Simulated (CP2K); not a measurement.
Consider mercaptopyrazine at its PBE geometry (Å).

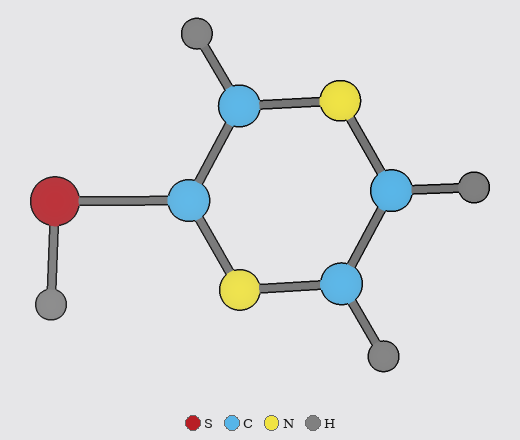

The molecule (sulfur red, carbon blue, nitrogen yellow, hydrogen grey).

```xyz
11

S     2.7401   -0.1299   -0.2556
C     0.9819   -0.0876   -0.0953
C     0.2594   -1.3021   -0.0962
N    -1.0704   -1.3308    0.0234
C    -1.6865   -0.1378    0.1457
C    -0.9710    1.0598    0.1435
N     0.3681    1.1000    0.0230
H     2.8569    1.2151   -0.1823
H     0.7722   -2.2621   -0.1959
H    -2.7730   -0.1475    0.2482
H    -1.4779    2.0227    0.2415
```

Method: CP2K XAS_TDP, all-electron GAPW, PBEh(45%), aug-cc-pVDZ, TDA, no relativity.

Where do the C K-edge lines lie, and how strong are they?

Leading lines: C2 282.53 eV, C3 281.63 eV, C5 281.71 eV and C6 281.61 eV. The leading line of an atom is its first one with 35 % of the strongest within 2.5 eV of its lowest line over the strength cut. 

The first six lines of each atom with a strength over 0.0015:

```csv
atom,energy (eV),states,"strength, one atom"
"C2 (bonded to C, N and S)",282.53,1,0.0561
,284.31,1,0.0038
,285.31,1,0.0351
,286.84,1,0.0035
,287.22,1,0.0020
,288.03,1,0.0022
"C3 (bonded to C, N and H)",281.63,1,0.0494
,283.55,1,0.0044
,285.41,1,0.0129
,286.55,1,0.0051
,287.26,1,0.0040
,287.75,1,0.0017
"C5 (bonded to C, N and H)",281.71,1,0.0502
,283.13,1,0.0039
,285.31,1,0.0118
,286.35,1,0.0033
,286.97,1,0.0035
,287.50,1,0.0037
"C6 (bonded to C, N and H)",281.61,1,0.0530
,283.56,1,0.0034
,285.46,1,0.0125
,286.52,1,0.0021
,286.69,1,0.0023
,286.83,1,0.0029
```

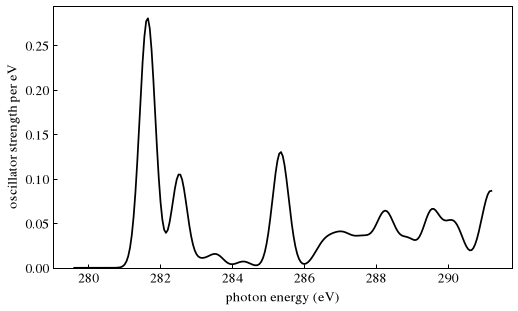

All atoms added, broadened by 0.5 eV.

Lines are vertical, at one geometry, with no vibrational structure. Without a correction of the core level, line positions, and the gaps between valence and Rydberg lines, follow the share of exact exchange. At this level such K lines come out 3 to 6 eV under measured ones. These values hold no scalar relativity, about 0.1 eV for C 1s. Rydberg lines, and the discretised continuum above threshold, depend on the basis and the box.

[Banner, clock and machine lines of the logs are left out without a mark of their own.]

[Logs are printed without paths, hosts, clocks, repeated set-up lines and the standing remarks that a program may print on its own settings, such as how far it seeks lower states.]

[Hosts, paths, dates, database ids (printed as entryN), source tags and the programs' standing remarks are cut or masked in the printed files.]
